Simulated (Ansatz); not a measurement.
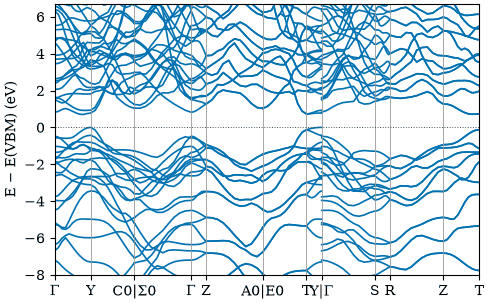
Fig. 1. Band structure from DFT-r²SCAN in the program Ansatz with PAW potentials

Read off the gap and where the band edges lie.

About 0.7 eV (0.70 eV by a search for the band edges); maximum at Y, minimum on the Γ–Y line, 77 % of the way from Γ.

The material is Si in space group Cmcm (No. 63; Si on 8f, Si on 8f, Si on 8f).

The workflow started from a Materials Project entry (that database holds measured and hypothetical structures alike); the Crystallography Open Database copy checked does not list it. It is not the phase usual at ambient conditions (space group No. 227). The cell was relaxed with r²SCAN under the symmetry of its start; phonons on a q-mesh show no instability.

Potentials: the earlier of the program's two PAW sets.
